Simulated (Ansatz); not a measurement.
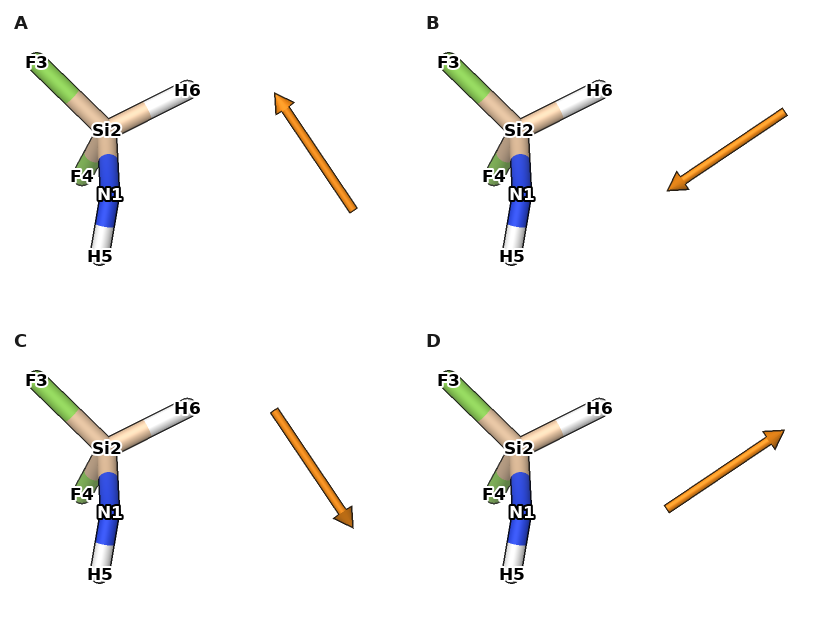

The same molecule four times, each with an arrow. Charge 0, doublet. Computed geometry: PBE-D4/def2-SVP optimisation. No frequency run is at hand to confirm it as a minimum. Method: UKS PBE-D4/def2-SVP (Ansatz 0.2.0).

**Which arrow points along the dipole moment, from the negative to the positive end?**

C. The dipole moment is 1.57 D; it points from the side of F3 to the side of H5 (the outermost atoms at the two ends).
